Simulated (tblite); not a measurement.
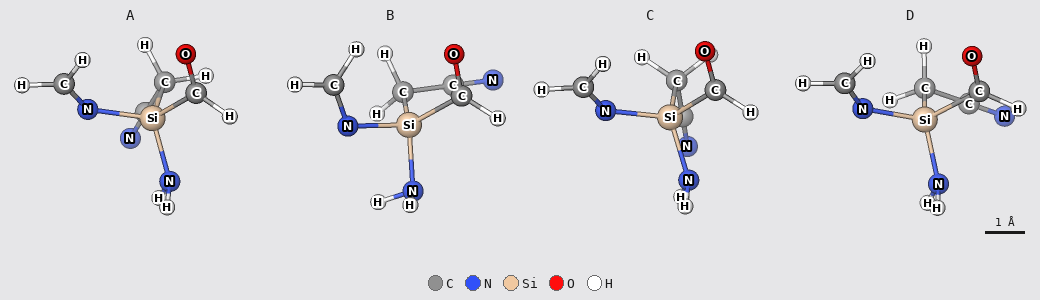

4 geometries from one relaxation of C₄H₇N₃OSi, in shuffled order. A ball-and-stick model, seen from a free direction.

Method: GFN2-xTB geometry optimisation, gas phase in tblite. 

Put them in the order of the run, from the start to the converged end.

B, D, C, A. They are steps 0, 123, 222, 267, at +0.827 eV, +0.031 eV, +0.016 eV relative to the last. The energy falls by 0.827 eV in 267 geometry steps. The largest move after the best rigid fit is that of an N atom, 3.14 Å. Largest moves by element: N 3.14 Å, H 2.18 Å, C 1.47 Å, O 0.56 Å, Si 0.20 Å. Some distances before and after: C–Si 1.861 → 1.917 Å, C–N 1.306 → 1.251 Å, C–C 1.465 → 1.426 Å, H–N 1.030 → 1.008 Å. Bond angles that change, for instance: N–Si–N 94.3° → 114.2°, C–N–Si 116.7° → 133.7°, Si–N–H 105.4° → 120.5°. Groups turn about C–Si by about 115°, N–Si by about 25°.
